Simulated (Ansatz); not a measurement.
C3H8GeO

```yaml
atoms:
  - { symbol: C, position_ang: [-2.5977, -1.9324, 2.0025] }
  - { symbol: C, position_ang: [-0.5395, 0.3300, 0.4570] }
  - { symbol: C, position_ang: [0.7371, -0.5523, 0.5206] }
  - { symbol: Ge, position_ang: [-1.1049, -0.6678, 2.0751] }
  - { symbol: O, position_ang: [0.5039, -1.4235, 1.6415] }
  - { symbol: H, position_ang: [-3.5540, -1.4044, 2.1439] }
  - { symbol: H, position_ang: [-2.4933, -2.6802, 2.8038] }
  - { symbol: H, position_ang: [-2.6111, -2.4505, 1.0327] }
  - { symbol: H, position_ang: [-1.0647, 0.0665, 3.4399] }
  - { symbol: H, position_ang: [-0.3678, 1.4087, 0.5808] }
  - { symbol: H, position_ang: [-1.1658, 0.1657, -0.4322] }
  - { symbol: H, position_ang: [1.6511, 0.0498, 0.6826] }
  - { symbol: H, position_ang: [0.8922, -1.1455, -0.4000] }
```

Geometry: B3LYP/def2-SVP.

Computed with Ansatz, isolated molecule in a Gaussian basis; Kohn-Sham density functional theory, functional PBE0.

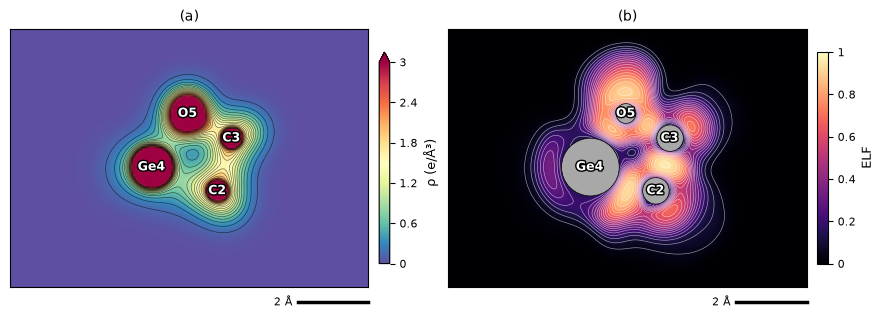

Figure 1. (a) electron density; (b) electron localisation function on the plane of atoms C2, Ge4 and O5. Grey discs cover the atomic cores in the ELF map.

Question: Read the bonding off the picture.

Answer: The plane passes through C, Ge and O nuclei.
C–O (1.44 Å): ρ at the midpoint is about 2 e/Å³, with its minimum of 1.7 e/Å³ about 0.5 Å from C; the ELF peaks at about 0.90 between the atoms; a polar covalent bond.
C–C (1.55 Å): ρ at the midpoint is about 1.6 e/Å³; the ELF peaks at about 0.95 between the atoms, as expected for a covalent bond.
Ge–O (1.83 Å): the density is about 0.88 e/Å³ at the midpoint; the ELF peaks at about 0.85 in the valence shell of O, 0.6 Å from its nucleus, and is about 0.35 at the midpoint.
C–Ge (1.98 Å): ρ at the midpoint is about 0.83 e/Å³; the ELF peaks at about 0.90 in the valence shell of C, 0.7 Å from its nucleus, and is about 0.70 at the midpoint.
The ELF also peaks beside O5, away from the bonds: lone-pair regions.

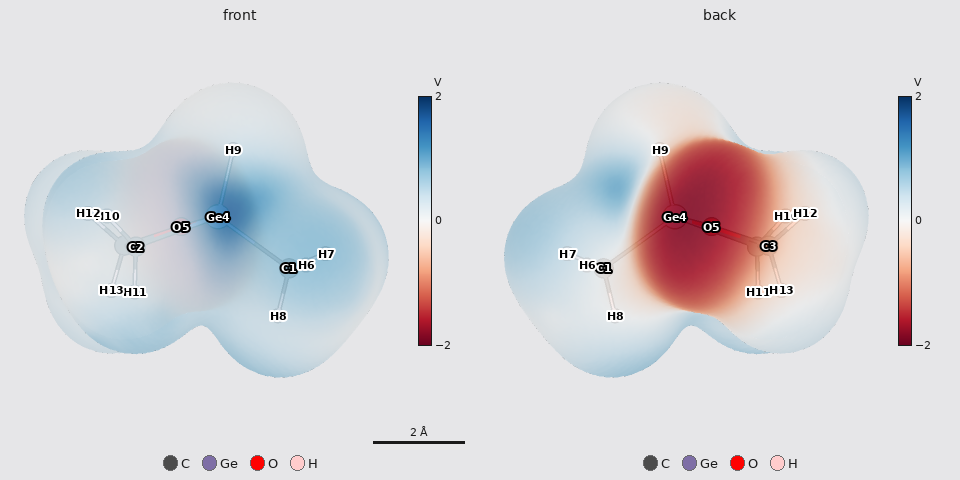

Figure 2. The molecular electrostatic potential painted on the density surface at 0.001 e/bohr³, seen from the front and from behind; red is negative and blue positive.

Question: Describe the electrostatic potential map.

Answer: The most negative region (about −1.7 V, or −39 kcal/mol for a unit charge) lies over O5, the most positive (about +1.2 V, or +28 kcal/mol for a unit charge) over Ge4. O5 is the likeliest acceptor of a hydrogen bond.

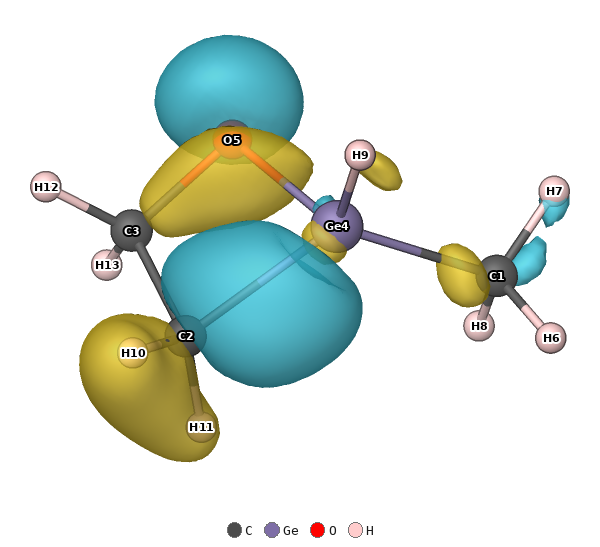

Figure 3. The HOMO−1 at ±0.15 Å⁻³ᐟ² (yellow and cyan are the two phases), seen from one side.

Question: Describe this orbital and give its energy.

Answer: It lies mainly on O5 (about 30 %), C2 (about 30 %) and Ge4 (about 20 %). Its energy is −7.98 eV.
